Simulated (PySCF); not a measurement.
**What a change does: NMR shielding calculation on BPH₆**

System: BPH₆ (borane phosphine).
Method of run 1: GIAO PBE0/pcSseg-2 NMR shielding, non-relativistic, gas phase (PySCF 2.14.0).

The geometry comes from this level: PBE0-D3(BJ)/def2-SVP. Text and figures count atoms from 1; the logs count them from 0 in places.

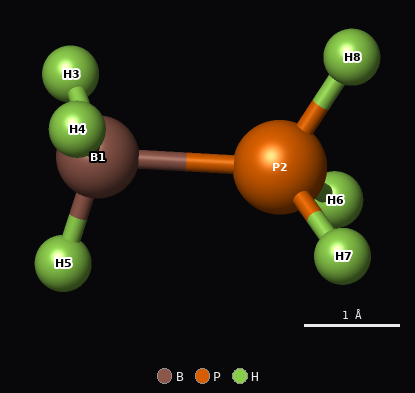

The structure as given in the input (ball-and-stick view, seen at a tilt; atoms are numbered from 1 in the order of the input). Bond lengths as drawn: B–H 1.22 Å, B–P 1.92 Å and H–P 1.42 Å.

### Input file, run 1
```
{"job": {"kind": "nmr", "xc": "PBE0", "basis": "pcSseg-2", "pop": false}, "charge": 0, "multiplicity": 1}
B     -1.073831    -0.157768     0.006777
P      0.831413     0.100792    -0.030717
H     -1.458909     0.640970     0.845268
H     -1.204521    -1.329394     0.321405
H     -1.416018     0.101151    -1.136151
H      1.319295     1.383174    -0.384487
H      1.594959    -0.696509    -0.918954
H      1.563963    -0.109246     1.164018
```

The first line tells a small driver script what to run in PySCF; the rest is the geometry in Å.

Command:
```bash
OMP_NUM_THREADS=1 python <driver script> task.json out
```

Hardware: 1 CPU thread, shared host.

### Output (run 1)
```
coarse grid: 6432 points
cycle   1  E = -369.5811263539  dE = -1.155e-01  |g| = 3.641e-01  |ddm| = 1.706e+00
cycle   2  E = -369.5778905548  dE =  3.236e-03  |g| = 3.664e-01  |ddm| = 8.816e-01
cycle   3  E = -369.6282969399  dE = -5.041e-02  |g| = 1.907e-02  |ddm| = 4.891e-01
cycle   4  E = -369.6283849215  dE = -8.798e-05  |g| = 4.109e-03  |ddm| = 1.605e-02
cycle   5  E = -369.6283886872  dE = -3.766e-06  |g| = 9.132e-04  |ddm| = 3.943e-03
final grid: 55368 points
cycle   6  E = -369.6365944820  dE = -3.572e-05  |g| = 3.556e-03  |ddm| = 2.487e-02
cycle   7  E = -369.6365946763  dE = -1.944e-07  |g| = 3.370e-03  |ddm| = 5.938e-03
cycle   8  E = -369.6365980592  dE = -3.383e-06  |g| = 1.945e-04  |ddm| = 3.364e-03
cycle   9  E = -369.6365980729  dE = -1.370e-08  |g| = 7.153e-05  |ddm| = 3.809e-04
cycle  10  E = -369.6365980742  dE = -1.382e-09  |g| = 1.434e-05  |ddm| = 7.340e-05
cycle  11  E = -369.6365980743  dE = -5.576e-11  |g| = 2.754e-06  |ddm| = 1.529e-05
converged SCF energy = -369.6365980743

GIAO shielding tensors (ppm)
atom      isotropic    diamagn.    paramagn.     s11        s22        s33       span
  0 B      151.240     187.230     -35.989    149.986    151.770    151.965      1.979
  1 P      438.093     966.143    -528.050    402.309    402.776    509.193    106.884
  2 H       30.206      28.369       1.837     27.085     28.900     34.631      7.545
  3 H       30.208      28.366       1.843     27.093     28.903     34.628      7.535
  4 H       30.204      28.362       1.842     27.073     28.903     34.638      7.565
  5 H       27.002      28.792      -1.790     23.753     23.814     33.440      9.687
  6 H       27.004      28.768      -1.764     23.760     23.805     33.447      9.687
  7 H       27.004      28.781      -1.776     23.760     23.791     33.462      9.702
```

For run 2 the input was changed thus:
```diff
-"basis": "pcSseg-2"
-"pop": false
+"basis": "pcSseg-1"
```

Predict how the results change.

The total energy of run 2 is 31.7 kcal/mol higher, which measures the change of basis and not a stability. The LUMO goes from 0.03 to 0.41 eV. The dipole moment goes from 4.10 to 4.33 D. Of all shieldings, the largest change is that of P2, by +20.6 ppm. The SCF takes 10 iterations against 11. The basis functions go from 163 to 71.

### Output (run 2)
```
coarse grid: 6432 points
cycle   1  E = -369.5277114441  dE = -1.051e-01  |g| = 3.466e-01  |ddm| = 2.186e+00
cycle   2  E = -369.5274760532  dE =  2.354e-04  |g| = 3.467e-01  |ddm| = 1.028e+00
cycle   3  E = -369.5734847237  dE = -4.601e-02  |g| = 1.158e-02  |ddm| = 5.251e-01
cycle   4  E = -369.5735251516  dE = -4.043e-05  |g| = 3.186e-03  |ddm| = 1.600e-02
cycle   5  E = -369.5735280581  dE = -2.906e-06  |g| = 7.853e-04  |ddm| = 4.588e-03
final grid: 55368 points
cycle   6  E = -369.5860847869  dE = -1.346e-05  |g| = 3.426e-03  |ddm| = 1.444e-02
cycle   7  E = -369.5860849608  dE = -1.739e-07  |g| = 3.268e-03  |ddm| = 6.792e-03
cycle   8  E = -369.5860884182  dE = -3.457e-06  |g| = 1.531e-04  |ddm| = 3.810e-03
cycle   9  E = -369.5860884279  dE = -9.703e-09  |g| = 3.473e-05  |ddm| = 3.662e-04
cycle  10  E = -369.5860884282  dE = -2.691e-10  |g| = 9.864e-06  |ddm| = 4.409e-05
converged SCF energy = -369.5860884282

GIAO shielding tensors (ppm)
atom      isotropic    diamagn.    paramagn.     s11        s22        s33       span
  0 B      152.355     189.456     -37.101    151.450    152.712    152.903      1.453
  1 P      458.661     966.888    -508.227    426.236    426.622    523.125     96.889
  2 H       30.164      28.232       1.933     26.731     28.836     34.925      8.194
  3 H       30.167      28.230       1.937     26.739     28.838     34.923      8.184
  4 H       30.165      28.236       1.928     26.721     28.840     34.933      8.212
  5 H       27.126      28.892      -1.765     23.733     23.784     33.861     10.128
  6 H       27.128      28.868      -1.740     23.729     23.786     33.868     10.139
  7 H       27.128      28.878      -1.750     23.712     23.789     33.882     10.170
```

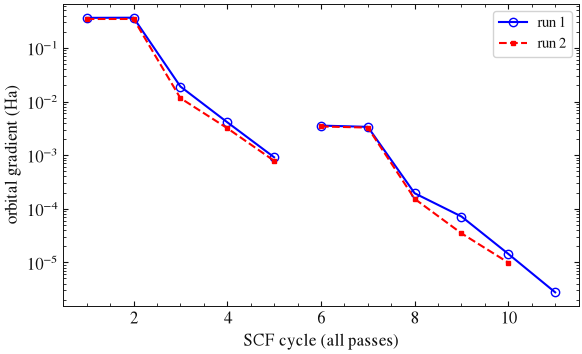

Convergence of the two runs: orbital gradient against the SCF cycle. A break in a curve parts two SCF passes (coarse and final grid). Run 1 takes 11 cycles in all, and run 2 takes 10.

### The two runs side by side

```csv
quantity,run 1,run 2
outcome,converged,converged
total energy (hartree),−369.636598,−369.586088
HOMO (eV),−8.58,−8.55
LUMO (eV),0.03,0.41
dipole moment (D),4.10,4.33
shielding of B1 (ppm),151.2,152.4
shielding of P2 (ppm),438.1,458.7
shielding of H3 (ppm),30.2,30.2
shielding of H4 (ppm),30.2,30.2
shielding of H6 (ppm),27.0,27.1
shielding of H7 (ppm),27.0,27.1
shielding of H8 (ppm),27.0,27.1
SCF iterations,11,10
basis functions,163,71
wall time (shared host),9.8 s,4.5 s
```
